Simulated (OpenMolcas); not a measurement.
# V²⁺ complex: multiconfigurational calculation (part 2 of 2)

The same run, continued: V²⁺ with 6 ligands (S; octahedron, 2.47 Å), neutralised by 6 outer point charges of +1.7 e, whose field is part of the energies. Method: state-averaged CASSCF, active space 3 electrons in the shell 3d, basis ANO-RCC-VTZP on the metal and ANO-RCC-VDZP on the ligands, DKH2 scalar Hamiltonian, spin-orbit coupling by RASSI with atomic mean-field integrals (OpenMolcas).

## Log (extracts), continued
```
--- RASSI ---
SPIN-FREE ENERGIES:
  (Shifted by EMIN (a.u.) =      -3346.1730173951)

 SF State       Relative EMIN(au)   Rel lowest level(eV)    D:o, cm**(-1)

     1             0.0000000000        0.0000000000              0.0000
     2             0.0076606163        0.2084559897           1681.3109
     3             0.0076606163        0.2084559897           1681.3109
     4             0.0076606163        0.2084559897           1681.3109
     5             0.0142525322        0.3878311588           3128.0693
     6             0.0142525322        0.3878311588           3128.0693
     7             0.0142525322        0.3878311588           3128.0693
    11             0.0685373442        1.8649961441          15042.2083
    12             0.0685373442        1.8649961441          15042.2083
    13             0.0691655199        1.8820896760          15180.0770
    14             0.0691655199        1.8820896760          15180.0770
    15             0.0691655199        1.8820896760          15180.0770
    16             0.0692289659        1.8838161298          15194.0018
    17             0.0692289659        1.8838161298          15194.0018
    18             0.0692289659        1.8838161298          15194.0018
    10             0.0698208058        1.8999209144          15323.8956
     8             0.0698208058        1.8999209144          15323.8956
     9             0.0698208058        1.8999209144          15323.8956
    19             0.0702960665        1.9128534179          15428.2033
    20             0.0861038540        2.3430052289          18897.6116
    21             0.0861038540        2.3430052289          18897.6116
    22             0.0861038540        2.3430052289          18897.6116
    23             0.0878825171        2.3914051172          19287.9830
    24             0.0878825171        2.3914051172          19287.9830
    25             0.0878825171        2.3914051172          19287.9830
    26             0.0900947589        2.4516032840          19773.5140
    27             0.0900947589        2.4516032840          19773.5140
    28             0.0900947589        2.4516032840          19773.5140
    29             0.0923079980        2.5118285884          20259.2638
    30             0.0923079980        2.5118285884          20259.2638
    31             0.0927985637        2.5251775612          20366.9306
    32             0.0927985637        2.5251775612          20366.9306
    33             0.0927985637        2.5251775612          20366.9306
    34             0.0954466476        2.5972355937          20948.1178
    35             0.0954466476        2.5972355937          20948.1178
    36             0.0954466476        2.5972355937          20948.1178
    37             0.1007632654        2.7419081330          22114.9805
    38             0.1007632654        2.7419081330          22114.9805
    39             0.1459859163        3.9724791540          32040.2052
    40             0.1466430136        3.9903596821          32184.4213
Eigenvalues of complex Hamiltonian:
   -----------------------------------
  (Shifted by EMIN (a.u.) =      -3346.1730173951)

 SO State       Relative EMIN(au)   Rel lowest level(eV)    D:o, cm**(-1)

     1            -0.0001487307        0.0000000000              0.0000
     2            -0.0001487307        0.0000000000              0.0000
     3            -0.0001487307        0.0000000000              0.0000
     4            -0.0001487307        0.0000000000              0.0000
     5             0.0072874909        0.2023498976           1632.0620
     6             0.0072874909        0.2023498976           1632.0620
     7             0.0075173117        0.2086036400           1682.5018
     8             0.0075173117        0.2086036385           1682.5018
     9             0.0075173117        0.2086036385           1682.5018
    10             0.0075173117        0.2086036400           1682.5018
    11             0.0076915344        0.2133444798           1720.7393
    12             0.0076915344        0.2133444798           1720.7393
    13             0.0076915344        0.2133444813           1720.7393
    14             0.0076915344        0.2133444813           1720.7393
    15             0.0078253092        0.2169846789           1750.0995
    16             0.0078253092        0.2169846789           1750.0995
    17             0.0136845754        0.3764234333           3036.0597
    18             0.0136845754        0.3764234333           3036.0597
    19             0.0138261329        0.3802754091           3067.1280
    20             0.0138261329        0.3802754091           3067.1280
    21             0.0138261328        0.3802754072           3067.1280
    22             0.0138261328        0.3802754072           3067.1280
    23             0.0147125976        0.4043973439           3261.6845
    24             0.0147125976        0.4043973439           3261.6845
    25             0.0147125977        0.4043973451           3261.6846
    26             0.0147125977        0.4043973451           3261.6846
    27             0.0152273634        0.4184048344           3374.6626
    28             0.0152273634        0.4184048344           3374.6626
    29             0.0682048552        1.8599958268          15001.8781
    30             0.0682048552        1.8599958268          15001.8781
    31             0.0682048552        1.8599958266          15001.8781
    32             0.0682048552        1.8599958266          15001.8781
    33             0.0686866599        1.8731064011          15107.6220
    34             0.0686866599        1.8731064011          15107.6220
    35             0.0689459651        1.8801624539          15164.5329
    36             0.0689459651        1.8801624539          15164.5329
    37             0.0691722387        1.8863196719          15214.1942
    38             0.0691722387        1.8863196719          15214.1942
    39             0.0692699644        1.8889789232          15235.6425
    40             0.0692699644        1.8889789229          15235.6425
    41             0.0692699644        1.8889789229          15235.6425
Weights of the five most important spin-orbit-free states for each spin-orbit state.

 SO State  Total energy (au)           Spin-free states, spin, and weights
 -------------------------------------------------------------------------------------------------------
    1        -0.000149       1 1.5  0.9827    2 1.5  0.0074    4 1.5  0.0059    3 1.5  0.0037   16 0.5  0.0001
    2        -0.000149       1 1.5  0.9827    3 1.5  0.0090    4 1.5  0.0053    2 1.5  0.0026   18 0.5  0.0001
    3        -0.000149       1 1.5  0.9827    4 1.5  0.0083    3 1.5  0.0044    2 1.5  0.0043   18 0.5  0.0001
    4        -0.000149       1 1.5  0.9827    2 1.5  0.0082    3 1.5  0.0056    4 1.5  0.0032   17 0.5  0.0001
    5         0.007287       2 1.5  0.3317    3 1.5  0.3317    4 1.5  0.3317    7 1.5  0.0016    6 1.5  0.0016
    6         0.007287       2 1.5  0.3317    3 1.5  0.3317    4 1.5  0.3317    7 1.5  0.0016    6 1.5  0.0016
    7         0.007517       4 1.5  0.3605    3 1.5  0.3423    2 1.5  0.2595    1 1.5  0.0148    5 1.5  0.0109
    8         0.007517       2 1.5  0.3819    3 1.5  0.3002    4 1.5  0.2802    1 1.5  0.0148    7 1.5  0.0127
    9         0.007517       2 1.5  0.3821    3 1.5  0.2992    4 1.5  0.2811    1 1.5  0.0148    7 1.5  0.0127
   10         0.007517       4 1.5  0.3613    3 1.5  0.3413    2 1.5  0.2597    1 1.5  0.0148    5 1.5  0.0109
   11         0.007692       4 1.5  0.3645    3 1.5  0.3474    2 1.5  0.2673    7 1.5  0.0080    6 1.5  0.0055
   12         0.007692       4 1.5  0.3646    3 1.5  0.3473    2 1.5  0.2673    7 1.5  0.0080    6 1.5  0.0055
```

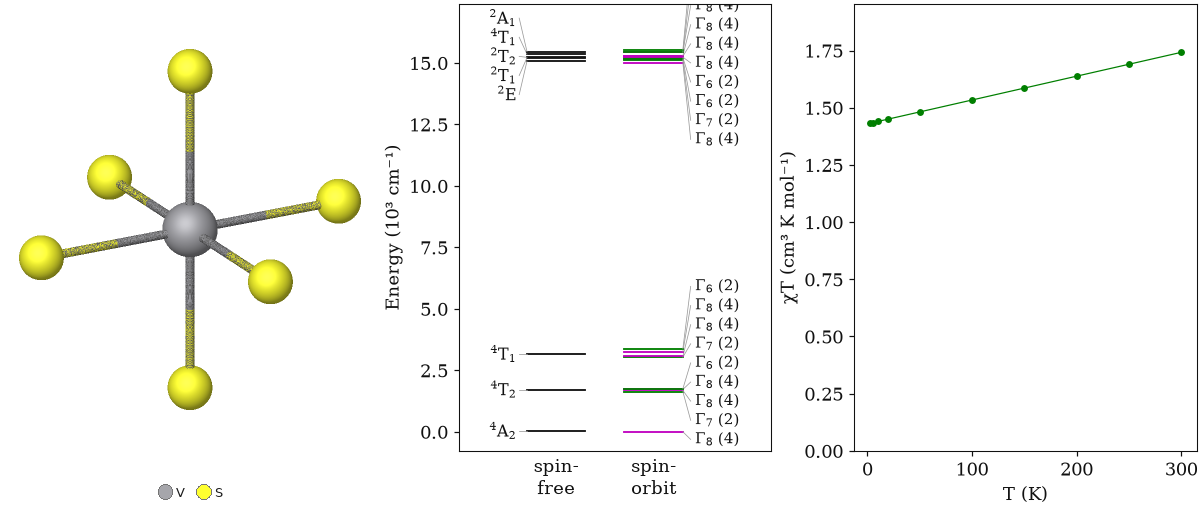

V²⁺ (3d³) with 6 ligands, S²⁻, at 2.47 Å (arrangement: octahedron, Oh), neutralised by outer point charges of +1.7 e, and its levels and susceptibility. Labels give the representation in O, Td, D4 or D3 as the site allows (double group for half-integer spin) where it could be assigned and, in brackets, the degeneracy; spin-free states, where drawn, share the zero of the spin-orbit levels. Powder susceptibility by Van Vleck's formula. The ground level is Γ₈, 4-fold degenerate, 100 % from states of spin multiplicity 4. The next level lies at 1,630 cm⁻¹ (Γ₇). The lowest spin-free state is ⁴A₂, from the free-ion F term; of the same spin there follow at 1,680 cm⁻¹ (⁴T₂), 3,130 cm⁻¹ (⁴T₁) and 15,300 cm⁻¹ (⁴T₁) above it. χT is 1.43 cm³ K mol⁻¹ at 2 K and 1.74 at 300 K, an effective moment of 3.73 μB. The active orbitals hold 89 to 97 % metal character (Löwdin), and the Mulliken charge of the metal is +1.99.

Outcome of the run: converged.
